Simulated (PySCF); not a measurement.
## Electronic structure of C5H6NS (SMILES N#C[C]1CCCS1) (doublet) in real space

```xyz
13

N     3.6770    0.4247    0.0699
C     2.5185    0.4174    0.0237
C     1.1539    0.3778   -0.0237
C     0.3211   -0.7462    0.5083
C    -1.0181   -0.6546   -0.2199
C    -1.3593    0.8248   -0.2935
S     0.2167    1.6709   -0.6858
H     0.8155   -1.7064    0.3502
H     0.1743   -0.6200    1.5890
H    -0.9135   -1.0580   -1.2292
H    -1.8008   -1.2097    0.2972
H    -2.0812    1.0687   -1.0692
H    -1.7086    1.2109    0.6653
```

Geometry: GFN2-xTB.

Computed with UKS B3LYP, pcH-1 on C H N S, non-relativistic, mean-field spin-orbit, GIAO in PySCF.

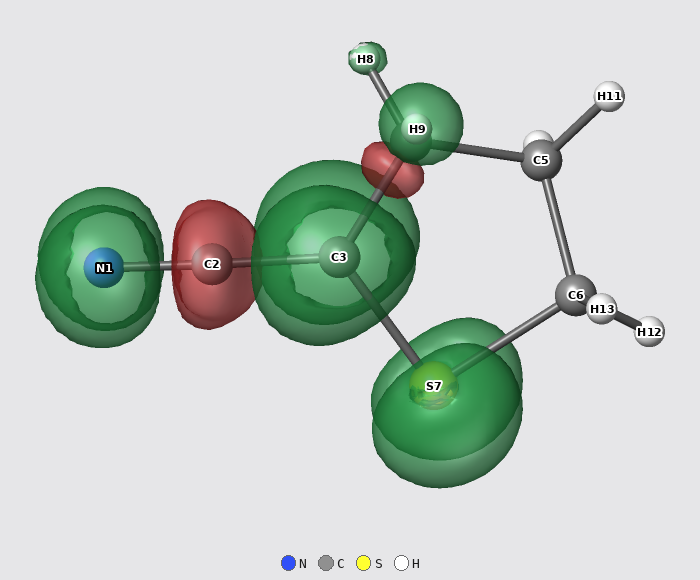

Figure 1. Isosurfaces of the spin density (α minus β) at +0.02 (green) and −0.02 e/Å³ (red), seen across its widest extent.

**Which atoms carry the spin?**

The unpaired spin (1 electron) lies mostly on C3 (about 0.4), N1 (about 0.3) and S7 (about 0.2), in electrons by Hirshfeld's partition.

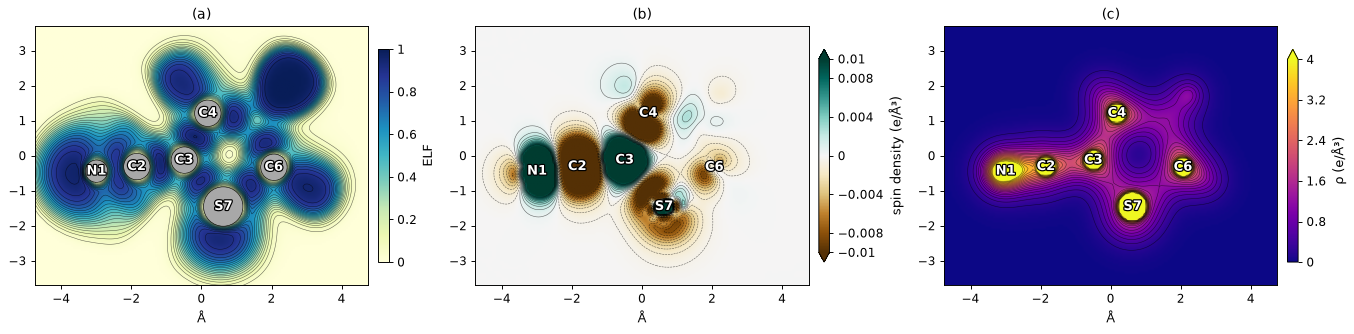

Figure 2. (a) ELF; (b) spin density; (c) total electron density on the plane of atoms C2, C3 and S7. Grey discs cover the atomic cores in the ELF map.

**Interpret the plot.**

- Atoms in the plane: N, C and S.
- C–N (1.16 Å): ρ at the midpoint is about 3.5 e/Å³; the ELF peaks at about 0.85 between the atoms: a short, multiple covalent bond.
- C–C (1.37 Å): ρ at the midpoint is about 2.1 e/Å³; the ELF peaks at about 0.95 between the atoms (localised, covalent bonding).
- C–S (1.73 Å): ρ at the midpoint is about 1.4 e/Å³; the ELF peaks at about 0.90 between the atoms (a covalent bond).
- C–C (1.50 Å): the density is about 1.7 e/Å³ at the midpoint; the ELF peaks at about 0.95 between the atoms; a shared electron pair.
- C–S (1.83 Å): ρ is about 1.2 e/Å³ halfway; the ELF peaks at about 0.90 between the atoms, as expected for localised, covalent bonding.
- The ELF also peaks beside S7 and N1, away from the bonds: non-bonding electrons, paired or unpaired.

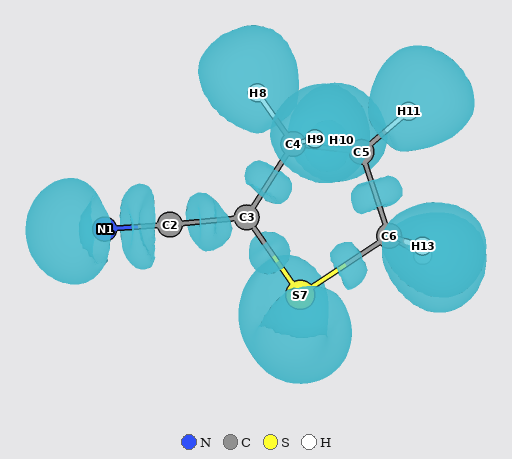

Figure 3. Isosurface of the ELF at 0.8 (cyan), seen at a tilt. Core shells and regions of very low density are left out.

**Describe the localisation domains.**

The ELF exceeds this value in four regions between bonded C–C atoms (shared pairs), one region between bonded C–N atoms (shared pairs), two regions between bonded C–S atoms (shared pairs), six regions around hydrogen nuclei, one lobe on N, pointing away from the bonds (non-bonding electrons) and one lobe on S, pointing away from the bonds (non-bonding electrons, which may merge into one lobe).

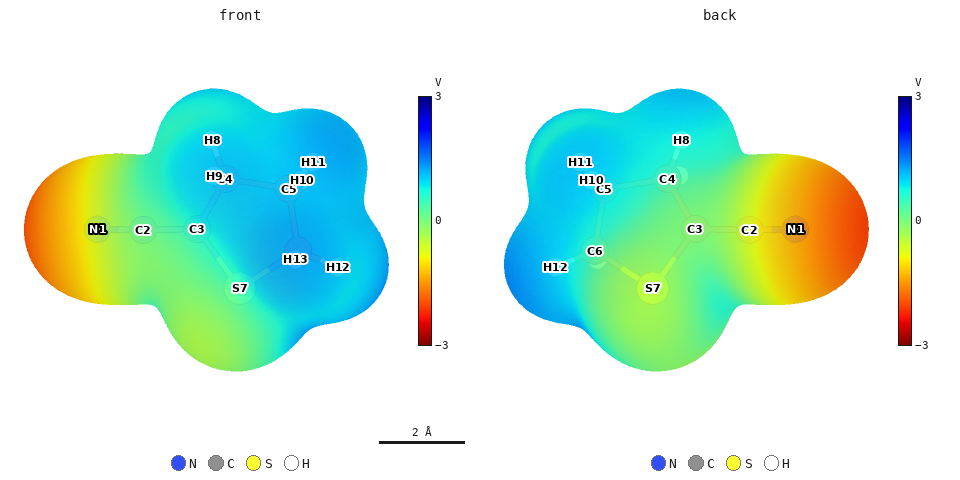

Figure 4. The electrostatic potential painted on the density surface at 0.002 e/bohr³, seen from the front and from behind; the colour scale runs from red (negative) to blue (positive).

**Describe the electrostatic potential map.**

The most negative region (about −2.0 V) lies over N1, the most positive (about +1.4 V) over H12. N1 is the likeliest acceptor of a hydrogen bond.
